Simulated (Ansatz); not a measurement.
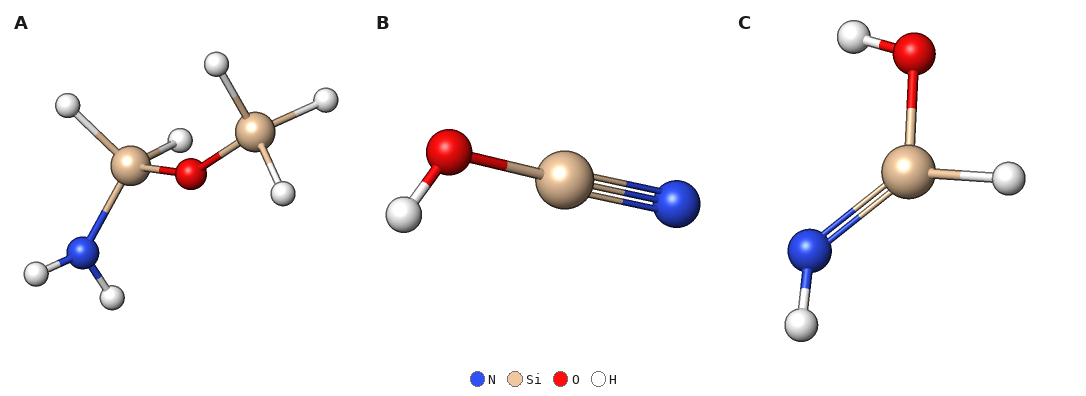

Simulated data, not a measurement (program: Ansatz).

```yaml
crystal:
  periodic: [false, false, false]
  atoms:
    - {symbol: N, position_ang: [-1.958422, 0.629237, 0.480590]}
    - {symbol: Si, position_ang: [-0.496398, 0.136398, 0.260879]}
    - {symbol: O, position_ang: [1.022161, -0.380684, 0.064190]}
    - {symbol: H, position_ang: [1.432668, -0.384952, -0.805649]}
basis:
  gaussian: {orbitals: def2-TZVPP}
hamiltonian: {xc: {name: B3LYP}, dispersion: d4}
```

Which picture belongs to the input above?

Answer. B. The file holds HNOSi, `N#[Si]O`.
